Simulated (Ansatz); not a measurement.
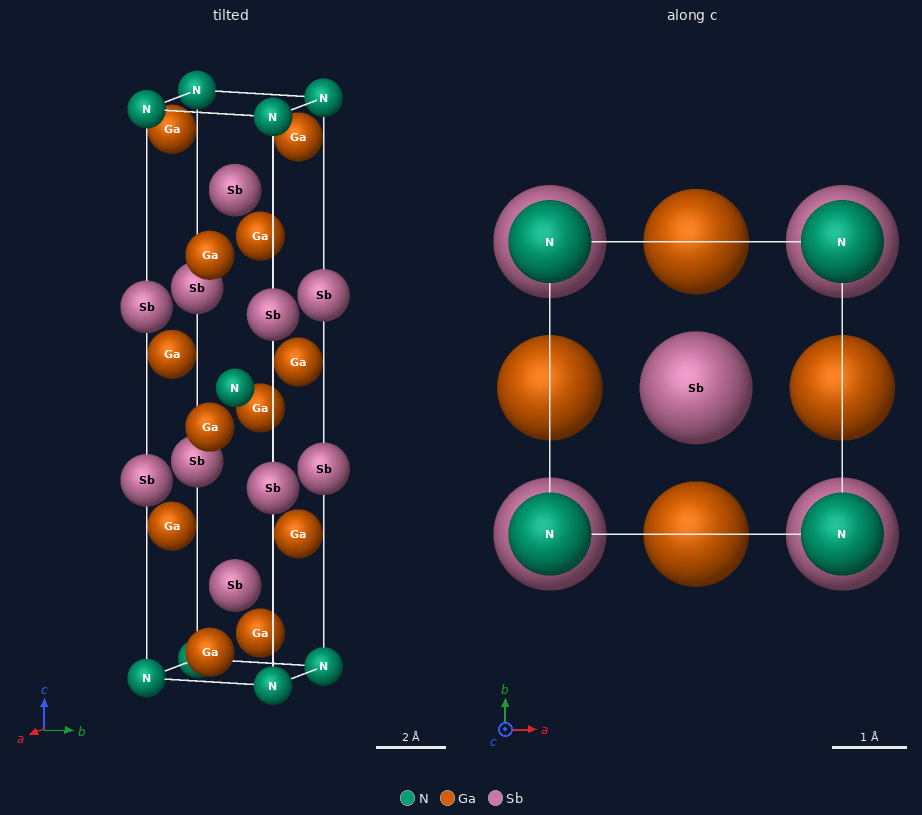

The image is a spheres-only drawing of a crystal, viewed slightly off an axis and along the c axis. The wireframe shows the conventional unit cell.

Ga3Sb2N, space group I-4m2 (No. 119), a = 3.965 Å, b = 3.965 Å, c = 16.759 Å, α = 90.00°, β = 90.00°, γ = 90.00°. The structure was taken from a structure type filled with these elements by a generator (whether the compound takes this form wasn't checked). Earlier steps of the study, as a rule a relaxation of our own, may have changed the cell and positions, so they can lie some per cent off the listed ones. It went into a calculation with Ansatz.

This one geometry was computed with Ansatz (DFT, plane waves, PAW) at three levels of theory: PBE with spin-orbit coupling, r2SCAN and PBE. It was relaxed beforehand with r2SCAN.

**Which level gives the highest pressure at this volume, and what does that say about its equilibrium volume?**

Highest: PBE with spin-orbit coupling (2.6 GPa) and PBE (2.6 GPa), which points to the largest equilibrium volume. Lowest, with the smallest volume: r2SCAN (0.0 GPa). Levels within 0.5 GPa of each other can't be told apart.

**How does the band gap change with the level of theory?**

All levels give a metal, though semilocal functionals underestimate gaps and can close a small one.

**Collect the results in a table.**

| level | cutoff (eV) | k-mesh of the run's cell | gap (eV) | pressure (GPa) |
| --- | --- | --- | --- | --- |
| PBE with spin-orbit coupling | 420 | 10×10×10 | metal | 2.6 |
| r2SCAN | 500 | 10×10×10 | metal | 0.0 |
| PBE | 420 | 10×10×10 | metal | 2.6 |

Gaps are taken on the k-mesh or band path of each run.
